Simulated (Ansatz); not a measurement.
# C₃H₅OSi radical: up Jacob's ladder to CCSD(T), part 2 of 2

Ansatz 0.2.0, Gaussian basis; functionals in def2-TZVPP, the program's frozen cores in correlated methods. The steps go on from the part before.

## 17. ωB97M-V (range-separated)

in.yaml

```yaml
crystal:
  periodic: [false, false, false]
  atoms:
    - {symbol: C, position_ang: [-0.838816, -2.331697, 0.733002]}
    - {symbol: C, position_ang: [0.023801, -1.487197, 0.650463]}
    - {symbol: Si, position_ang: [1.377447, -0.312281, 0.347750]}
    - {symbol: O, position_ang: [0.809265, 1.187104, 0.009436]}
    - {symbol: C, position_ang: [-0.269496, 1.469624, -0.854536]}
    - {symbol: H, position_ang: [-1.599734, -3.073292, 0.821105]}
    - {symbol: H, position_ang: [2.247441, -0.177346, 1.541732]}
    - {symbol: H, position_ang: [-1.138105, 0.843813, -0.626714]}
    - {symbol: H, position_ang: [0.013750, 1.313077, -1.900188]}
    - {symbol: H, position_ang: [-0.542353, 2.516996, -0.719149]}
basis:
  gaussian: {orbitals: def2-TZVPP}
magnetization: {spin_polarized: true, initial_magnetization: 1}
hamiltonian: {xc: {name: wB97M-V}}
output: {forces: true, orbitals: {seedname: orbitals}}
```

Command:

```
ansatz run in.yaml --threads 4 --pin off --events-out ev --progress --plain --max-ram 10444MiB
```

The log of the run (excerpt; [...] marks lines left out):

```text
Functional definition: wB97M-V
  name "wB97M-V"
  cite "Mardirossian & Head-Gordon, J. Chem. Phys. 144, 214110 (2016) doi:10.1063/1.4952647"
  cite "Becke, J. Chem. Phys. 107, 8554 (1997) doi:10.1063/1.475007"
  cite "Vydrov & Van Voorhis, J. Chem. Phys. 133, 244103 (2010) doi:10.1063/1.3521275"
  # Of w^i u^j: cxij and so on, Table III.
[...]
  gx(w, u) = 1 - cx + cx01*u + cx10*w
[...]
Atom 6 at     2.247441    -0.177346     1.541732 Å, force    -0.100117    -0.013021    -0.097197 eV/Å
Atom 7 at    -1.138105     0.843813    -0.626714 Å, force     0.070534     0.050264    -0.015133 eV/Å
Atom 8 at     0.013750     1.313077    -1.900188 Å, force    -0.023875     0.014304     0.093772 eV/Å
Atom 9 at    -0.542353     2.516996    -0.719149 Å, force     0.015407    -0.096886    -0.019992 eV/Å
Dipole moment:    -0.274379    -0.078135    -0.170088 e Å
```

Run time: 13 s. Hardware: 4 threads of Arm Neoverse V2, shared host; peak memory 1 GiB.

Atomisation energy: 3967.9 kJ/mol (free atoms -13073.422 eV, run apart). HOMO -7.51 eV, LUMO -0.59 eV.

## 18. B2PLYP (double hybrid)

in.yaml: that of step 17 with these lines changed.

```diff
@@ -16,3 +16,2 @@
 magnetization: {spin_polarized: true, initial_magnetization: 1}
-hamiltonian: {xc: {name: wB97M-V}}
-output: {forces: true, orbitals: {seedname: orbitals}}
+hamiltonian: {xc: {name: B2PLYP}}
```

Same command.

The log of the run (excerpt; [...] marks lines left out):

```text
Functional definition: B2PLYP
  name "B2PLYP"
  cite "Grimme, J. Chem. Phys. 124, 034108 (2006) doi:10.1063/1.2148954"
  cite "Becke, Phys. Rev. A 38, 3098 (1988) doi:10.1103/PhysRevA.38.3098"
  cite "Lee, Yang & Parr, Phys. Rev. B 37, 785 (1988) doi:10.1103/PhysRevB.37.785"
[...]
1407 factors; integrals over basis functions are off by at most 1.1e-3 eV
[...]
mean field -13102.58757191 eV, -481.5112120149 hartree, gradient 4.5e-6 eV, S^2 0.759024; 0 other end points of the search recorded, 0 dependent functions left out
9 core orbitals not correlated: weight in the atoms' cores, before any rotation towards them, 1.000 or more for the frozen orbitals, at most 0.000 for the correlated occupied ones
reference -13102.58774832 eV, -481.5112184979 hartree; 14, 13 occupied and 213, 214 virtual orbitals, 1407 factors
second order -26.89850374 eV of doubles, -0.00000000 eV of singles
Total energy: -13109.85034433 eV, -481.7781139785 hartree
```

It took 6 s on 4 threads of Arm Neoverse V2, shared host; peak memory 0.7 GiB.

With the free atoms at this level, -13069.068 eV in sum, the atomisation energy is 3934.9 kJ/mol.

## 19. PBE-QIDH (double hybrid)

in.yaml: that of step 18 with these lines changed.

```diff
@@ -16,2 +16,2 @@
 magnetization: {spin_polarized: true, initial_magnetization: 1}
-hamiltonian: {xc: {name: B2PLYP}}
+hamiltonian: {xc: {name: PBE-QIDH}}
```

The command is unchanged.

The log of the run (excerpt; [...] marks lines left out):

```text
Functional definition: PBE-QIDH
  name "PBE-QIDH"
  cite "Brémond, Sancho-García, Pérez-Jiménez & Adamo, J. Chem. Phys. 141, 031101 (2014) doi:10.1063/1.4890314"
  cite "Perdew, Burke & Ernzerhof, Phys. Rev. Lett. 77, 3865 (1996) doi:10.1103/PhysRevLett.77.3865"
[...]
1407 factors; integrals over basis functions are off by at most 1.1e-3 eV
[...]
mean field -13096.24400667 eV, -481.2780902919 hartree, gradient 7.6e-6 eV, S^2 0.763879; 0 other end points of the search recorded, 0 dependent functions left out
9 core orbitals not correlated: weight in the atoms' cores, before any rotation towards them, 1.000 or more for the frozen orbitals, at most 0.000 for the correlated occupied ones
reference -13096.24402011 eV, -481.2780907860 hartree; 14, 13 occupied and 213, 214 virtual orbitals, 1407 factors
second order -24.82924862 eV of doubles, -0.00000000 eV of singles
Total energy: -13104.52043632 eV, -481.5822434717 hartree
```

It took 6.5 s on 4 threads of Arm Neoverse V2, shared host; peak memory 0.66 GiB.

Atomisation energy: 3942.9 kJ/mol (free atoms -13063.656 eV, run apart).

## 20. Frontier levels by functional

Dipoles come from the runs that computed forces. Levels are read from the orbital files that the runs wrote (highest filled and lowest empty over both spins):

```tsv
functional	HOMO (eV)	LUMO (eV)	gap (eV)	dipole (D)
LDA (SPW92)	-4.62	-3.56	1.06	
PBE-D4	-4.63	-3.14	1.50	1.51
revPBE-D4	-4.61	-3.00	1.61	
BLYP-D4	-4.43	-3.15	1.29	
r2SCAN-D4	-4.96	-2.71	2.26	1.56
B97M-V	-4.70	-3.24	1.46	
PBE0-D4	-5.77	-2.22	3.54	
B3LYP-D4	-5.49	-2.60	2.89	1.57
r2SCANh-D4	-5.38	-2.40	2.98	
r2SCAN0-D4	-6.02	-1.95	4.06	
HSE06-D4	-5.37	-2.61	2.77	
BHLYP-D4	-6.74	-1.41	5.33	
CAM-B3LYP-D4	-6.96	-1.32	5.64	
LC-ωPBE	-8.36	0.08	8.44	
ωB97X-V	-7.86	-0.44	7.42	
ωB97M-V	-7.51	-0.59	6.92	1.60
```

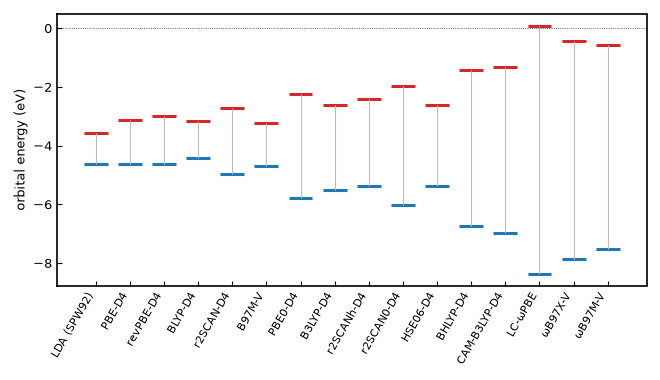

Highest occupied (blue) and lowest empty (red) level by functional.

## 21. CCSD(T) in def2-SVP

in.yaml: that of step 19 with these lines changed.

```diff
@@ -14,4 +14,5 @@
 basis:
-  gaussian: {orbitals: def2-TZVPP}
+  gaussian: {orbitals: def2-SVP}
 magnetization: {spin_polarized: true, initial_magnetization: 1}
-hamiltonian: {xc: {name: PBE-QIDH}}
+correlation: {method: ccsd_t}
+scf: {omitted_lower_state_checks: [cluster_reference]}
```

Launched as before.

The log of the run (excerpt; [...] marks lines left out):

```text
Functional definition: HF
  name "HF"
  cite "Fock, Z. Phys. 61, 126 (1930) doi:10.1007/BF01340294"
  parent pbe
[...]
990 factors; integrals over basis functions are off by at most 1.5e-3 eV
[...]
mean field -13061.60418159 eV, -480.0051002002 hartree, gradient 1.2e-6 eV, S^2 0.816298; 2 other end points of the search recorded, 0 dependent functions left out
[...]
reference -13061.60418159 eV, -480.0051002002 hartree; 14, 13 occupied and 76, 77 virtual orbitals, 990 factors
second order -17.50642039 eV of doubles, -0.00000000 eV of singles
cycle   1  -18.02045135 eV  change   -5.1e-1 eV  update   1.2e-1
[...]
cycle  12  -18.79163830 eV  change   -1.3e-5 eV  update   1.7e-5
perturbative correction -0.63661867 eV, -0.0233953047 hartree
Total energy: -13081.03243857 eV, -480.7190754751 hartree
Checks for a lower state left out: cluster_reference
```

It took 11 s on 4 threads of Arm Neoverse V2, shared host; peak memory 0.83 GiB.

## 22. CCSD(T) in def2-TZVPP

in.yaml: that of step 21 with these lines changed.

```diff
@@ -14,3 +14,3 @@
 basis:
-  gaussian: {orbitals: def2-SVP}
+  gaussian: {orbitals: def2-TZVPP}
 magnetization: {spin_polarized: true, initial_magnetization: 1}
@@ -18 +18,2 @@
 scf: {omitted_lower_state_checks: [cluster_reference]}
+output: {orbitals: {seedname: orbitals}}
```

The command is unchanged.

The log of the run (excerpt; [...] marks lines left out):

```text
Functional definition: HF
  name "HF"
  cite "Fock, Z. Phys. 61, 126 (1930) doi:10.1007/BF01340294"
  parent pbe
[...]
1407 factors; integrals over basis functions are off by at most 1.1e-3 eV
[...]
mean field -13070.71706015 eV, -480.3399923101 hartree, gradient 2.5e-6 eV, S^2 0.811178; 2 other end points of the search recorded, 0 dependent functions left out
[...]
reference -13070.71706015 eV, -480.3399923101 hartree; 14, 13 occupied and 213, 214 virtual orbitals, 1407 factors
second order -21.76786406 eV of doubles, -0.00000000 eV of singles
cycle   1  -21.95574746 eV  change   -1.9e-1 eV  update   1.2e-1
[...]
cycle  13  -22.78096682 eV  change   -1.0e-5 eV  update   8.5e-6
perturbative correction -1.02076804 eV, -0.0375125337 hartree
Total energy: -13094.51879501 eV, -481.2146899329 hartree
Checks for a lower state left out: cluster_reference
```

Wall time 18 min (4 threads of Arm Neoverse V2, shared host); peak memory 4.6 GiB.

## 23. MP2 in def2-QZVPP

in.yaml: that of step 22 with these lines changed.

```diff
@@ -14,6 +14,5 @@
 basis:
-  gaussian: {orbitals: def2-TZVPP}
+  gaussian: {orbitals: "def2-QZVPP.json"}
 magnetization: {spin_polarized: true, initial_magnetization: 1}
-correlation: {method: ccsd_t}
+correlation: {method: mp2}
 scf: {omitted_lower_state_checks: [cluster_reference]}
-output: {orbitals: {seedname: orbitals}}
```

Same command.

The log of the run (excerpt; [...] marks lines left out):

```text
Functional definition: HF
  name "HF"
  cite "Fock, Z. Phys. 61, 126 (1930) doi:10.1007/BF01340294"
  parent pbe
[...]
2681 factors; integrals over basis functions are off by at most 8.2e-4 eV
[...]
mean field -13071.20681812 eV, -480.3579905837 hartree, gradient 2.8e-6 eV, S^2 0.811089; 2 other end points of the search recorded, 0 dependent functions left out
9 core orbitals not correlated: weight in the atoms' cores, before any rotation towards them, 1.000 or more for the frozen orbitals, at most 0.000 for the correlated occupied ones
reference -13071.20681812 eV, -480.3579905837 hartree; 14, 13 occupied and 425, 426 virtual orbitals, 2681 factors
second order -23.32572359 eV of doubles, -0.00000000 eV of singles
Total energy: -13094.53254171 eV, -481.2151951148 hartree
Checks for a lower state left out: cluster_reference
```

Wall time 30 s (4 threads of Arm Neoverse V2, shared host); peak memory 2.6 GiB.

The pieces so far (eV):

```tsv
basis	HF	MP2 correlation	CCSD correlation	(T)	total
def2-SVP	-13061.6042	-17.5064	-18.7916	-0.6366	-13081.0324
def2-TZVPP	-13070.7171	-21.7679	-22.7810	-1.0208	-13094.5188
def2-QZVPP	-13071.2068	-23.3257			-13094.5325 (MP2)
```

The report of the def2-TZVPP run gives T1 = 0.0214.

## 24. From triple and quadruple zeta to the limit

This step is arithmetic on the last runs, with X = 3 and 4: exp(−7.88√X) for Hartree-Fock, X^−2.97 for correlation; only MP2 was run in the larger set, so CCSD(T) minus MP2 is added from the smaller one.

```tsv
level	energy at the limit (eV)
HF	-13071.2743
MP2	-13095.7540
CCSD	-13096.7671
CCSD(T)	-13097.7878
```

## 25. RPA on PBE orbitals

in.yaml: that of step 23 with these lines changed.

```diff
@@ -14,5 +14,5 @@
 basis:
-  gaussian: {orbitals: "def2-QZVPP.json"}
+  gaussian: {orbitals: def2-TZVPP}
 magnetization: {spin_polarized: true, initial_magnetization: 1}
-correlation: {method: mp2}
-scf: {omitted_lower_state_checks: [cluster_reference]}
+hamiltonian: {xc: pbe}
+correlation: {method: rpa}
```

Launched as before.

The log of the run (excerpt; [...] marks lines left out):

```text
Functional definition: PBE
  name "PBE"
  cite "Perdew, Burke & Ernzerhof, Phys. Rev. Lett. 77, 3865 (1996) doi:10.1103/PhysRevLett.77.3865"
  parent pbe
[...]
1407 factors; integrals over basis functions are off by at most 1.1e-3 eV
[...]
mean field -13106.64949236 eV, -481.6604848380 hartree, gradient 1.8e-6 eV, S^2 0.752911; 1 other end points of the search recorded, 0 dependent functions left out
9 core orbitals not correlated: weight in the atoms' cores, before any rotation towards them, 1.000 or more for the frozen orbitals, at most 0.000 for the correlated occupied ones
reference -13069.04668871 eV, -480.2786072920 hartree; 14, 13 occupied and 213, 214 virtual orbitals, 1407 factors
Total energy: -13105.15145803 eV, -481.6054330919 hartree
```

It took 7.5 s on 4 threads of Arm Neoverse V2, shared host; peak memory 0.72 GiB.

RPA correlation: -36.105 eV. No RPA run of the hydrogen atom was made, so RPA has no atomisation energy below.

## 26. All levels against the reference

Free atoms (3 C, 1 Si, 1 O, 5 H) were run apart at each level; the atomisation energy is their sum less the molecule, without zero-point or spin-orbit terms.

Differences are taken before rounding.

```tsv
method	rung	atomisation energy (kJ/mol)	from CCSD(T)/CBS (kJ/mol)	time
LDA (SPW92)	LDA	4555.4	+594.3	1.4 s
PBE-D4	GGA	4068.7	+107.6	2.9 s
revPBE-D4	GGA	3965.0	+4.0	2.6 s
BLYP-D4	GGA	3982.2	+21.2	2.6 s
r2SCAN-D4	meta-GGA	3987.8	+26.8	6.5 s
B97M-V	meta-GGA	3972.1	+11.0	11 s
PBE0-D4	hybrid	3977.4	+16.4	4.1 s
B3LYP-D4	hybrid	3970.4	+9.3	5 s
r2SCANh-D4	hybrid	3956.1	-4.9	7.5 s
r2SCAN0-D4	hybrid	3910.5	-50.5	7.5 s
HSE06-D4	hybrid	3980.9	+19.9	4.8 s
BHLYP-D4	hybrid	3835.7	-125.3	4.8 s
CAM-B3LYP-D4	range-separated	3981.7	+20.7	5.5 s
LC-ωPBE	range-separated	3949.7	-11.3	3.6 s
ωB97X-V	range-separated	3961.9	+0.9	11 s
ωB97M-V	range-separated	3967.9	+6.9	13 s
B2PLYP	double hybrid	3934.9	-26.1	6 s
PBE-QIDH	double hybrid	3942.9	-18.2	6.5 s
HF/def2-TZVPP	wavefunction	2880.3	-1080.7	
MP2/def2-TZVPP	wavefunction	3940.8	-20.3	
CCSD/def2-TZVPP	wavefunction	3786.0	-175.0	
CCSD(T)/def2-SVP	wavefunction	3737.2	-223.8	11 s
CCSD(T)/def2-TZVPP	wavefunction	3854.5	-106.5	18 min
MP2/CBS	wavefunction	4047.3	+86.3	
CCSD(T)/CBS	wavefunction	3961.0	0	19 min
```

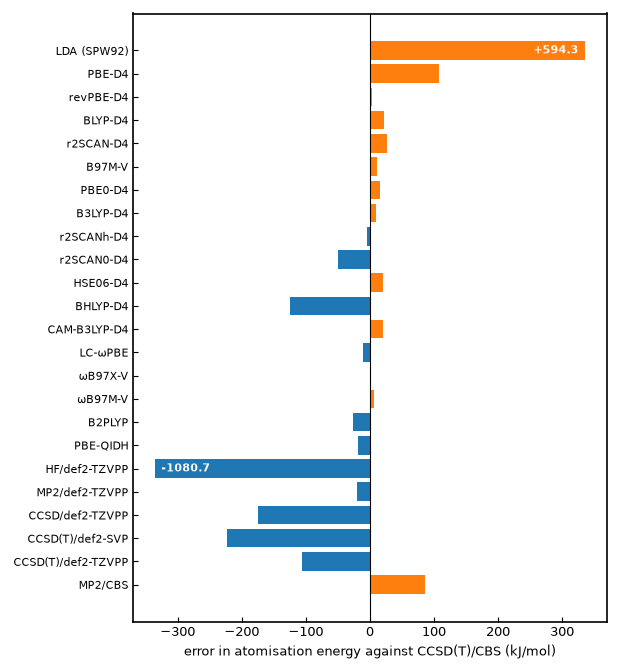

Error of each method against CCSD(T)/CBS. Bars with a number in them are cut short.

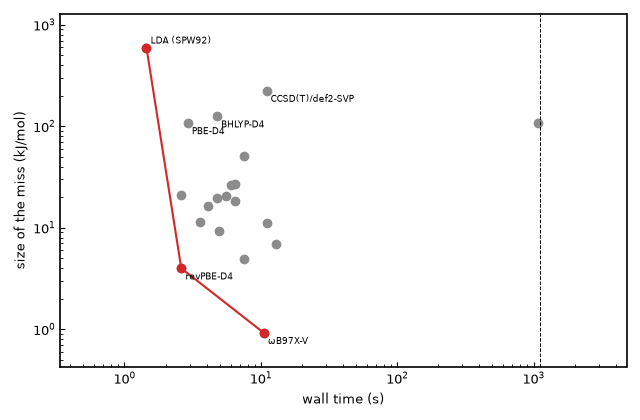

Miss against cost. Red marks the levels that no quicker level drawn beats (of those quicker than the yardstick), and the dashed line is the time of CCSD(T)/CBS. Only those levels and the largest misses are named. Times are from a shared host.

LDA (SPW92), LC-ωPBE, B2PLYP, PBE-QIDH carry no dispersion term (for B3LYP, D4 adds 32.7 kJ/mol).

Times are those of the molecule's run; HF, MP2 and CCSD come out of the CCSD(T) runs, and the limit's time is the sum of the runs that it needs.

## 27. Outcome

What follows sums up all 2 parts.

```
                               quantity                                                                                  value
        atomisation energy, CCSD(T)/CBS                                                                          3961.0 kJ/mol
 functionals within 19.8 kJ/mol (0.5 %)  revPBE-D4, B97M-V, PBE0-D4, B3LYP-D4, r2SCANh-D4, LC-ωPBE, ωB97X-V, ωB97M-V, PBE-QIDH
                    farthest beyond LDA                                                               BHLYP-D4 (-125.3 kJ/mol)
                mean size of error, GGA                                                                            44.3 kJ/mol
           mean size of error, meta-GGA                                                                            18.9 kJ/mol
             mean size of error, hybrid                                                                            37.7 kJ/mol
    mean size of error, range-separated                                                                            10.0 kJ/mol
      mean size of error, double hybrid                                                                            22.1 kJ/mol
              gap, smallest and largest                                               1.06 eV (LDA (SPW92)), 8.44 eV (LC-ωPBE)
                          T1 diagnostic                                                                                 0.0214
triples share of the correlation energy                                                                                  4.3 %
```

**Reading.** LDA overbinds by 594.3 kJ/mol (15 %). PBE-D4 misses by +107.6 kJ/mol. Double hybrids carry the basis error of their MP2 part in triple zeta, and no dispersion term here, so their miss is partly the set-up's. The rungs range-separated, meta-GGA miss on average by less than the doubt on the reference (19.8 kJ/mol), so they tie. The reference freezes the cores and leaves out relativity and excitations past (T), so misses under about 19.8 kJ/mol can't be ranked. Hartree-Fock recovers 73 % of the binding; the rest is correlation. CCSD(T) in def2-SVP is off by -223.8 kJ/mol, more than most functionals: a good method in a small basis is no reference. Orbital gaps span 1.1 to 8.4 eV; exact exchange widens them.

ωB97X-V reaches 0.9 kJ/mol from the reference in 11 s, where CCSD(T)/CBS took 19 min; the quickest level in the cost chart, LDA (SPW92), takes 1.4 s and misses by 594.3 kJ/mol.
